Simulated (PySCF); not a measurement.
```xyz
21

C    -2.0648    1.2357   -2.2891
C    -1.6110    0.2554   -1.7713
C    -1.0621   -0.9157   -1.1219
B    -0.1989   -0.4499    0.1477
C    -0.9349   -0.3362    1.5208
C    -2.1915    0.0703    1.6655
N     1.1714   -0.1122    0.0236
Si    2.0576    0.4516    1.4370
Si    1.9766   -0.2193   -1.5392
H    -2.4694    2.0823   -2.7576
H    -0.4670   -1.4653   -1.8556
H    -1.8958   -1.5576   -0.8232
H    -0.3837   -0.5774    2.4260
H    -2.7947    0.3420    0.8130
H    -2.6679    0.1745    2.6294
H     3.3743    0.9057    0.9954
H     2.2120   -0.6757    2.3631
H     1.3249    1.5621    2.0460
H     1.2300    0.5682   -2.5188
H     3.3277    0.3150   -1.3835
H     2.0582   -1.6367   -1.9146
```

Geometry: GFN2-xTB.

The calculation used PBE0/pcSseg-1, SCF density, gas phase, non-relativistic in PySCF.

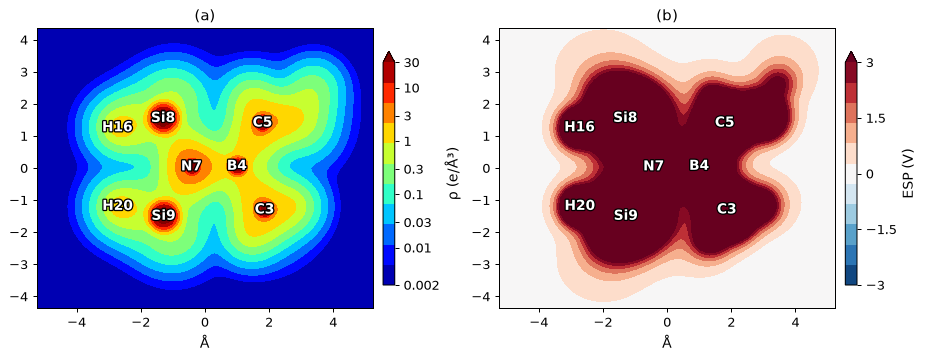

C₅H₁₂BNSi₂. (a) electron density; (b) molecular electrostatic potential on the plane of atoms B4, N7 and Si8.

Interpret the plot.

Answer. The plane passes through C, B, N, Si and H nuclei.
B–N (1.42 Å): ρ is about 1.8 e/Å³ halfway.
C–B (1.56 Å): ρ is about 1.4 e/Å³ halfway.
Si–N (1.76 Å): ρ at the midpoint is about 1 e/Å³.
C–B (1.60 Å): ρ at the midpoint is about 1.3 e/Å³.
The potential has no marked negative region in this plane.
